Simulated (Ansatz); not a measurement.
# Cl4HOTa: the cost of one run

Method: the settings change from run to run; program: Ansatz 0.2.0, Gaussian basis.

## 1. The relaxed structure

The geometry comes from an earlier relaxation with PBE0-D4 in a triple-zeta def2 set; it is a stationary point, not always the lowest conformer. Ta takes a core potential in def2 sets; no spin-orbit term is included.

SMILES `[OH][Ta]([Cl])([Cl])([Cl])[Cl]`, 7 atoms, charge 0, spin multiplicity 1.

Atoms are counted from 1 here; the program's logs count them from 0.

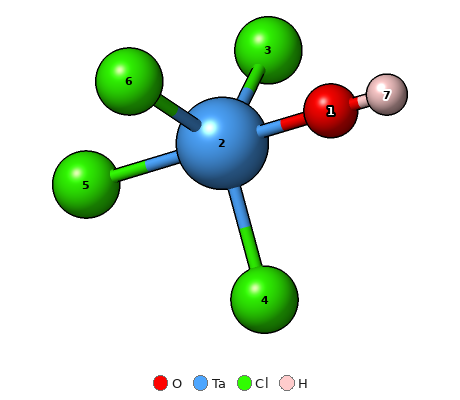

The geometry (oxygen red, tantalum blue, chlorine green, hydrogen pink); atoms are numbered from 1 in the order of the file.

## 2. B97/def2-mTZVPP

Input file in.yaml:

```yaml
crystal:
  periodic: [false, false, false]
  atoms:
    - {symbol: O, position_ang: [0.209338, -1.317573, 0.772983]}
    - {symbol: Ta, position_ang: [-0.032495, 0.265389, -0.168166]}
    - {symbol: Cl, position_ang: [2.081366, 0.105197, -1.034872]}
    - {symbol: Cl, position_ang: [-1.806333, -0.646055, -1.294755]}
    - {symbol: Cl, position_ang: [-0.337676, 2.252754, -1.355605]}
    - {symbol: Cl, position_ang: [-0.383147, 1.408255, 1.784827]}
    - {symbol: H, position_ang: [0.330246, -2.135966, 1.249987]}
basis:
  gaussian: {orbitals: def2-mTZVPP}
hamiltonian: {xc: {name: B97}}
output: {forces: true}
```

Started as:

```
$ ansatz run in.yaml --threads 4 --pin off --events-out ev --progress --plain --max-ram 11315MiB
```

What time and memory should one allow on 4 threads of Arm Neoverse V2, shared host?

About 10 s, with a peak of 0.62 GiB.
